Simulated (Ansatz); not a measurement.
System: CH$_{5}$Si$_{2}$ (SMILES [SiH2]=C[SiH2+]) (charge +1).

```xyz
8

C    -0.1665    0.2137   -0.5466
Si   -0.3933   -1.1110    0.5809
Si    0.2955    1.8386   -0.0739
H    -0.7829   -2.4613    0.1298
H    -0.3236    0.0132   -1.6147
H     0.4733    2.9183   -1.0644
H    -0.1930   -0.8881    2.0275
H     0.5176    2.1548    1.3520
```

Geometry: B3LYP-D3(BJ)/def2-SVP.

These are results of Ansatz 0.2.0, isolated molecule in a Gaussian basis; Kohn-Sham density functional theory, functional PBE0, not measurements.

What will maps of the electron density and electron localisation function show?

C–Si (1.75 Å): ρ at the midpoint is about 1.1 e/Å³; the ELF peaks at about 0.95 between the atoms (a covalent bond).
C–H (1.10 Å): the density is about 2 e/Å³ at the midpoint; the ELF climbs to about 1 towards the hydrogen, as it does in any bond to H: a covalent bond by its length.
Si–H (1.48 Å): ρ at the midpoint is about 0.87 e/Å³; the ELF climbs to about 1 towards the hydrogen.

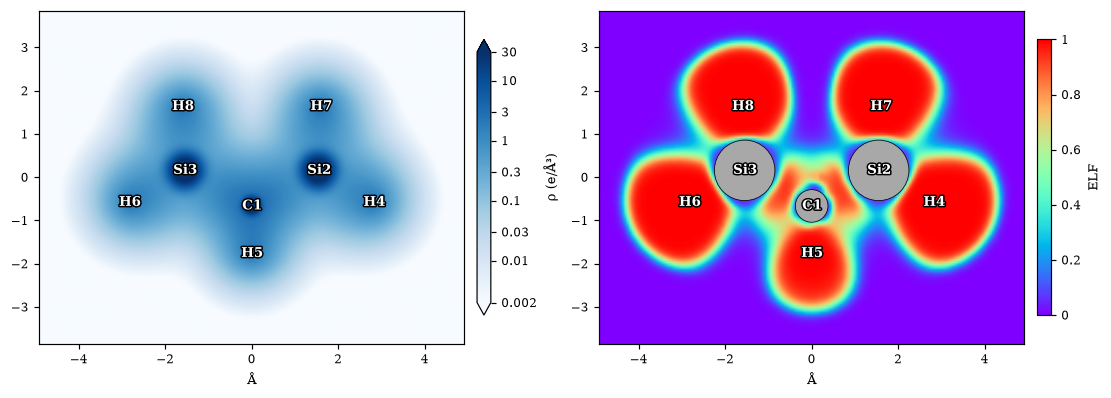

Computed electron density and electron localisation function on the molecular plane, in this order. Grey discs cover the atomic cores in the ELF map. 
